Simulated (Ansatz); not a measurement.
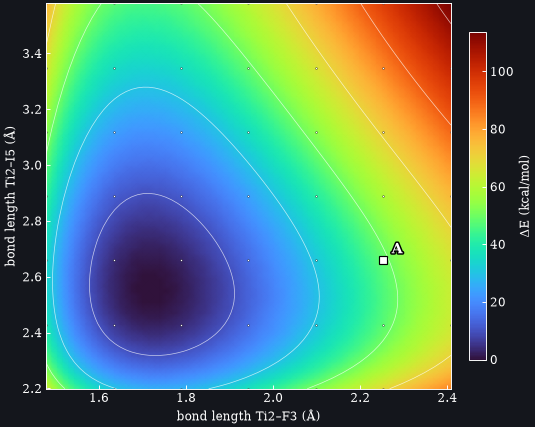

F3ITi, SMILES [F][Ti]([F])([F])[I]. The first coordinate is: bond length Ti2–F3; the second: bond length Ti2–I5. Nothing is relaxed (all other coordinates rigid). The scan uses a 7 × 7 grid. Points are written as (first, second). Energies are in kcal/mol, from the relaxed molecule at the same level. Level of theory: RKS PBE0-D4/def2-SVP (Ansatz 0.2.0).

In the figure: a smooth colour map with a few white contour lines, dots at the grid points, the point A. Between grid points the surface is interpolated.

> Is A at rest? If not, where is it pushed?

A, at (2.253 Å, 2.66 Å), is not a stationary point. The computed force is 112 kcal/mol for each Å towards smaller values of bond length Ti2–F3 and 30 kcal/mol for each Å towards smaller values of bond length Ti2–I5.
